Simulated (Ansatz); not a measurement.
# Gate voltage at the highest density: Cl-CC-Cl chair monolayer

A layer charged from two gates alike needs a voltage that grows with the carrier density; the slope is e over the total capacitance.

**Method.** Ansatz 0.2.0, plane waves with PAW datasets (its set soft_2), PBEsol-D3(BJ); isolated slab, charged sheets 4.5 Å from the outer atoms behind model barriers, atoms held, Fermi-Dirac smearing of 0.05 eV. The voltage is that of the gates (their mean) against the layer's Fermi level, from the uncharged case, which has a gap of 1.41 eV.

```tsv
run	added electrons (10¹³ per cm²)	gate voltage (V)
run 1	−1.00	−0.99
run 2	−2.00	−1.36
run 3	−4.00	−2.07
run 4	−7.00	−3.12
run 5	−11.00	?
```

Q: Estimate the withheld value from the rows shown.

A least-squares line through the 4 rows shown has slope 0.3543 and intercept −0.6449; no row lies more than 0.01 V off it. The capacitance is 1.602/0.3543 = 4.52 µF/cm², against 3.94 µF/cm² for plates 4.5 Å apart in vacuum on both sides; it is the larger, as where the added charge has its centre outside the outer atoms (not examined here). The intercept is mostly the shift of the Fermi level from inside the gap to the band edge. At −11.00 it gives 0.3543 × (−11.00) + (−0.6449) = −4.54 V, beyond the rows fitted. Rounding and scatter of the rows alone allow about ±0.023 V there.

The run itself gives −4.50 V: a miss of +0.04 V, or 0.9 % of the value. The capacitance rises a little towards the highest density.

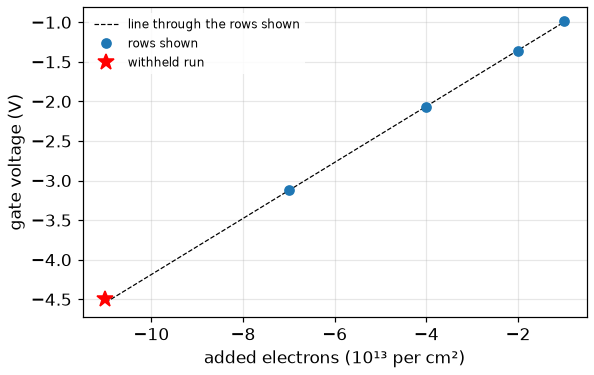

The fit and the withheld run.

Caveats: The gates are model sheets, not atoms, and low densities sample few k-points.

[Logs are printed without paths, hosts, clocks, repeated set-up lines and the standing remarks that a program may print on its own settings, such as how far it seeks lower states.]
